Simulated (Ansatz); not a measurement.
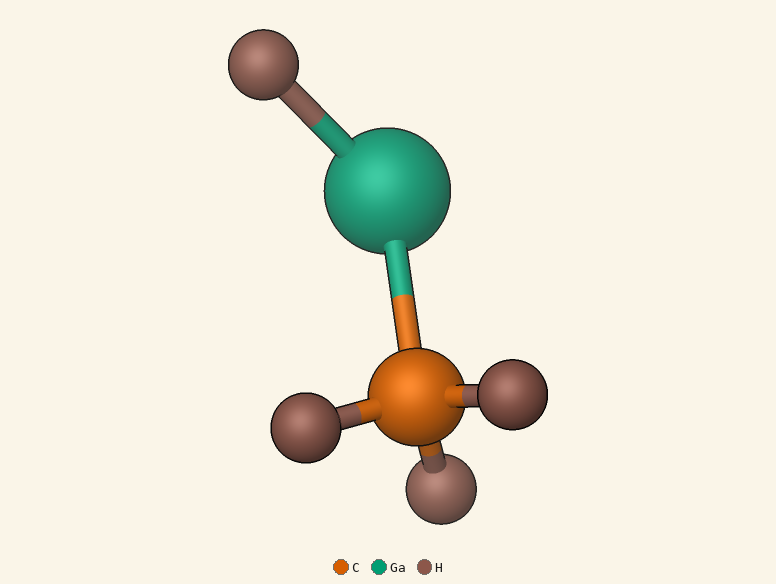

The species is neutral and a spin doublet. Geometry: moved along internal coordinates away from the minimum. Properties computed with UKS PBE-D4/def2-TZVPP (Ansatz 0.2.0).

Give the ⟨S²⟩ of the determinant at this level.

0.751.
